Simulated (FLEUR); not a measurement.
Band structure of FeGe (P2_13, 8 atoms in the cell).

```
CELL_PARAMETERS angstrom
      4.71581     0.00000     0.00000
      0.00000     4.71581     0.00000
      0.00000     0.00000     4.71581
ATOMIC_POSITIONS crystal
  Fe 0.13476 0.13476 0.13476
  Fe 0.36524 0.86524 0.63476
  Fe 0.63476 0.36524 0.86524
  Fe 0.86524 0.63476 0.36524
  Ge 0.84497 0.84497 0.84497
  Ge 0.65503 0.15503 0.34497
  Ge 0.34497 0.65503 0.15503
  Ge 0.15503 0.34497 0.65503
```
Moments meant for the start (each program seeds them in its own way; μB, in the order of the atoms Fe Fe Fe Fe Ge Ge Ge Ge): 4.0 4.0 4.0 4.0 0.0 0.0 0.0 0.0.

Method of the run: PBE, all-electron FLAPW (FLEUR), scalar-relativistic valence run with FLEUR.

Settings: Kmax = 3.9 1/bohr; GmaxXC = 11.7 1/bohr; xcFunctional = pbe; jspins = 2; l_soc = F; mode = hist; fermiSmearingEnergy = 0.00999582 Htr; mesh (inpgen div1-3) = 3 3 3; inpgen gamma flag = false; Gmax = 11.7 1/bohr; numbands = 0; maxIterBroyd = 15; imix = Anderson; alpha = 0.05.

The starting cell comes from a database of computed structures (which also holds hypothetical and non-ambient phases and stackings), without a prior relaxation at this level. Values depend on the basis (sphere radii, cutoffs, local orbitals), which need not be converged.

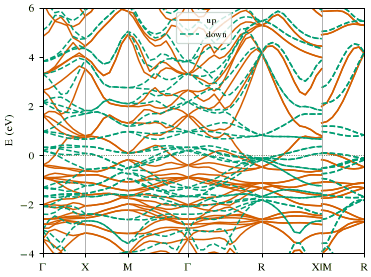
Figure. Bands along the path, energies from the Fermi level.

Levels in eV from the Fermi level, bands 59 to 66 of the first spin channel:
```
point     59     60     61     62     63     64    65    66
-----  -----  -----  -----  -----  -----  -----  ----  ----
Γ      -0.90  -0.90  -0.42  -0.42  -0.42   1.62  1.62  1.62
X      -0.82  -0.82  -0.64  -0.64   0.72   0.72  0.78  0.78
M      -1.09  -1.09  -0.19  -0.19   0.07   0.07  1.30  1.30
R      -1.13  -1.13  -0.49  -0.49  -0.49  -0.49  4.14  4.14
```
